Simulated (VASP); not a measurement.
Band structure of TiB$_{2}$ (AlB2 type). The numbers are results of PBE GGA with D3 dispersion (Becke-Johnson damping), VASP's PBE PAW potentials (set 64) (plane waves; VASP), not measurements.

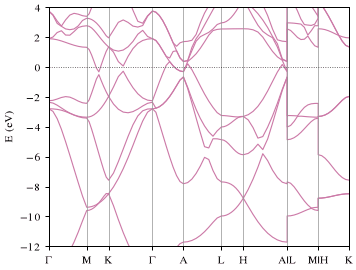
Bands along high-symmetry lines, zero at the valence-band maximum or, without a gap, the Fermi level

**Question.** Read the plot: is there a gap, and where are the band edges?

**Answer.** It has no gap at this level: it comes out as a metal or semimetal. (Edges off the drawn lines would not show.)

The compound is TiB2 in the AlB2 type structure. It was relaxed first.
